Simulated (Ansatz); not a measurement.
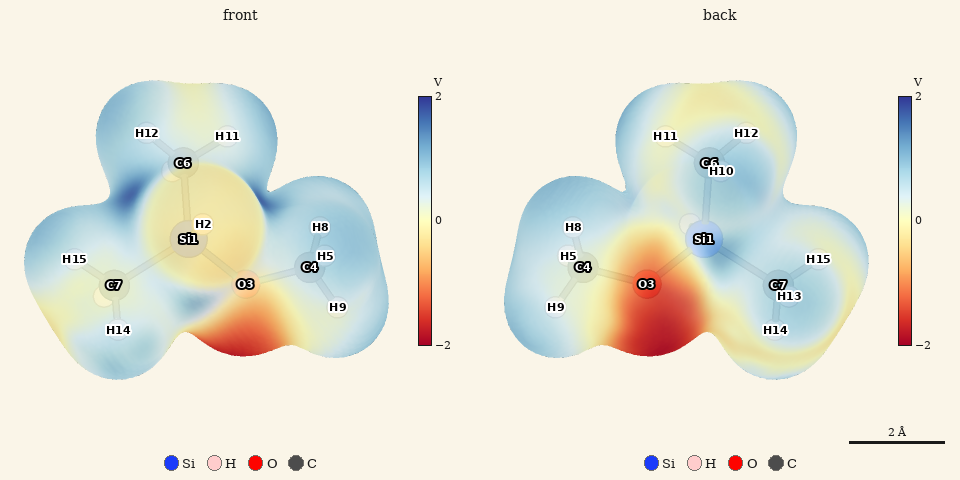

Figure. C3H10OSi. The electrostatic potential painted on the density surface at 0.004 e/bohr³, seen from the front and from behind; the colour scale runs from red (negative) to blue (positive).

All numbers below come from RKS BHLYP-D4/6-31G* (Ansatz 0.2.0).

```json
{"atom": "Si", "x (Å)": "0.1289", "y (Å)": "0.3343", "z (Å)": "-0.4076"}
{"atom": "H", "x (Å)": "1.3266", "y (Å)": "0.3024", "z (Å)": "-1.2883"}
{"atom": "O", "x (Å)": "0.6155", "y (Å)": "0.0939", "z (Å)": "1.1538"}
{"atom": "C", "x (Å)": "1.3694", "y (Å)": "-1.0139", "z (Å)": "1.5646"}
{"atom": "H", "x (Å)": "2.2783", "y (Å)": "-1.1242", "z (Å)": "0.9719"}
{"atom": "C", "x (Å)": "-1.0489", "y (Å)": "-1.0111", "z (Å)": "-0.9634"}
{"atom": "C", "x (Å)": "-0.6788", "y (Å)": "2.0125", "z (Å)": "-0.4605"}
{"atom": "H", "x (Å)": "0.7965", "y (Å)": "-1.9388", "z (Å)": "1.4926"}
{"atom": "H", "x (Å)": "1.6541", "y (Å)": "-0.8702", "z (Å)": "2.6022"}
{"atom": "H", "x (Å)": "-1.9549", "y (Å)": "-1.0143", "z (Å)": "-0.3602"}
{"atom": "H", "x (Å)": "-0.6000", "y (Å)": "-2.0001", "z (Å)": "-0.8931"}
{"atom": "H", "x (Å)": "-1.3409", "y (Å)": "-0.8604", "z (Å)": "-2.0016"}
{"atom": "H", "x (Å)": "-1.5527", "y (Å)": "2.0425", "z (Å)": "0.1867"}
{"atom": "H", "x (Å)": "0.0081", "y (Å)": "2.7866", "z (Å)": "-0.1275"}
{"atom": "H", "x (Å)": "-1.0014", "y (Å)": "2.2609", "z (Å)": "-1.4699"}
```

Question: Where is the surface potential most negative and most positive?

Answer: The most negative region (about −1.8 V) lies over O3, the most positive (about +1.6 V) over Si1. O3 is the likeliest acceptor of a hydrogen bond.
